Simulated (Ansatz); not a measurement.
**[SiPH4]− (SMILES [SiH2-]P) at CAM-B3LYP/STO-3G**

What is the vertical singlet–triplet gap of [SiPH4]− at CAM-B3LYP/STO-3G? 

The results are computed with Ansatz 0.2.0.

## Step 1: Starting point

The species is [SiPH4]− (6 atoms), meant as a singlet with charge -1. SMILES: `[SiH2-]P`. The coordinates come from a GFN2-xTB relaxation. This is one conformer, not always the lowest.

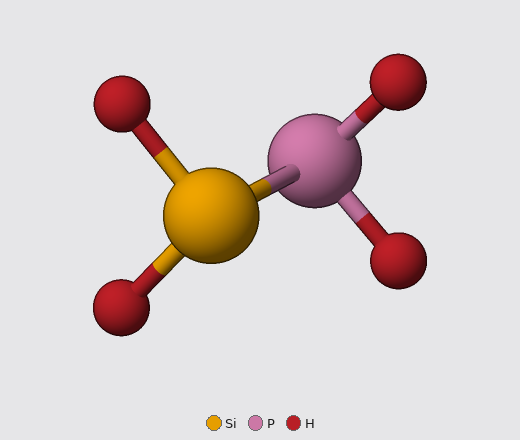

Viewed from a chosen angle; silicon amber, phosphorus pink, hydrogen red.

## Step 2: A single-point energy at CAM-B3LYP/STO-3G

input.yaml reads:

```yaml
crystal:
  periodic: [false, false, false]
  atoms:
    - {symbol: Si, position_ang: [0.357650, -1.019850, -0.132620]}
    - {symbol: P, position_ang: [-0.355230, 1.071380, 0.132600]}
    - {symbol: H, position_ang: [-0.387090, -1.600590, 1.036860]}
    - {symbol: H, position_ang: [-0.642080, -1.408110, -1.185860]}
    - {symbol: H, position_ang: [0.407400, 1.565440, -0.899820]}
    - {symbol: H, position_ang: [0.619350, 1.391730, 1.048840]}
basis:
  gaussian: {orbitals: STO-3G}
total_charge: -1
hamiltonian: {xc: {name: CAM-B3LYP}}
accuracy: high
```

Started as:

```bash
ansatz run input.yaml --threads 1 --pin off --max-ram 2610MiB --events-out events.jsonl --progress --plain --runs-dir runs
```

Log:

```text
Warning: RAYON_NUM_THREADS=1 ignored (pool sized by the plan → 1); use --threads N
Functional definition: CAM-B3LYP
  name "CAM-B3LYP"
  parameter alpha = 0.19
  parameter beta = 0.46
  parameter omega = 0.33/bohr
  parameter ac = 0.81
  exchange = (1 - alpha - beta)*b88_x + beta*b88_x_sr(omega) + alpha*exact_x + beta*exact_x_lr(omega)
  correlation = (1 - ac)*vwn5_c + ac*lyp_c
393 factors; integrals over basis functions are off by at most 2.7e-9 eV
173 factors; integrals over basis functions are off by at most 1.5e-9 eV
mean field evaluation 1: about -17028.1646 eV, gradient 1.1e1 eV
mean field evaluation 2: about -17028.6953 eV, gradient 3.7e0 eV
mean field evaluation 4: about -17028.7491 eV, gradient 1.0e-1 eV
mean field evaluation 8: about -17028.7233 eV, gradient 1.9e-4 eV
mean field -17028.72326545 eV, -625.7940375222 hartree, gradient 3.5e-8 eV, S^2 0.000000; 0 other end points of the search recorded, 0 dependent functions left out
reference -17028.72327937 eV, -625.7940380335 hartree; 17, 17 occupied and 5, 5 virtual orbitals, 393 factors
Total energy: -17028.72327937 eV, -625.7940380335 hartree
```

Wall time 0.95 s (1 thread of AMD EPYC 9R14 (Zen 4), shared host); peak memory 0.12 GiB.

## Step 3: The triplet, same level

job.yaml reads:

```yaml
crystal:
  periodic: [false, false, false]
  atoms:
    - {symbol: Si, position_ang: [0.357650, -1.019850, -0.132620]}
    - {symbol: P, position_ang: [-0.355230, 1.071380, 0.132600]}
    - {symbol: H, position_ang: [-0.387090, -1.600590, 1.036860]}
    - {symbol: H, position_ang: [-0.642080, -1.408110, -1.185860]}
    - {symbol: H, position_ang: [0.407400, 1.565440, -0.899820]}
    - {symbol: H, position_ang: [0.619350, 1.391730, 1.048840]}
basis:
  gaussian:
    orbitals: STO-3G
hamiltonian:
  xc: {name: CAM-B3LYP}
total_charge: -1
accuracy: high
magnetization:
  spin_polarized: true
  initial_magnetization: 2
```

Started as:

```bash
ansatz run job.yaml --threads 1 --pin off --max-ram 2610MiB --events-out events.jsonl --progress --plain --runs-dir runs
```

Log:

```text
Warning: RAYON_NUM_THREADS=1 ignored (pool sized by the plan → 1); use --threads N
Functional definition: CAM-B3LYP
  name "CAM-B3LYP"
  parameter alpha = 0.19
  parameter beta = 0.46
  parameter omega = 0.33/bohr
  parameter ac = 0.81
  exchange = (1 - alpha - beta)*b88_x + beta*b88_x_sr(omega) + alpha*exact_x + beta*exact_x_lr(omega)
  correlation = (1 - ac)*vwn5_c + ac*lyp_c
393 factors; integrals over basis functions are off by at most 2.7e-9 eV
173 factors; integrals over basis functions are off by at most 1.5e-9 eV
mean field evaluation 1: about -17020.1674 eV, gradient 8.4e0 eV
mean field evaluation 2: about -17020.7953 eV, gradient 3.7e0 eV
mean field evaluation 4: about -17020.9316 eV, gradient 6.7e-1 eV
mean field evaluation 8: about -17020.9423 eV, gradient 2.4e-1 eV
mean field evaluation 16: about -17022.0458 eV, gradient 8.9e-4 eV
mean field -17022.04575056 eV, -625.5486433762 hartree, gradient 3.4e-8 eV, S^2 2.002779; 2 other end points of the search recorded, 0 dependent functions left out
reference -17022.04576429 eV, -625.5486438807 hartree; 18, 16 occupied and 4, 6 virtual orbitals, 393 factors
Total energy: -17022.04576429 eV, -625.5486438807 hartree
```

It took 2.1 s on 1 thread of AMD EPYC 9R14 (Zen 4), shared host; peak memory 0.16 GiB.

## Step 4: Results

At CAM-B3LYP/STO-3G:

| quantity | value |
| --- | --- |
| singlet: total energy | -625.79404 Eh |
| triplet: total energy | -625.54864 Eh |
| triplet: ⟨S²⟩ | 2.003 |
| vertical energy of the triplet above the singlet | 6.678 eV |

What this shows: At this shape the triplet lies 6.68 eV (644 kJ/mol) above the singlet. For an anion a state so high probably lies above electron detachment. In a minimal basis such a difference can be off by several eV, whatever the method.
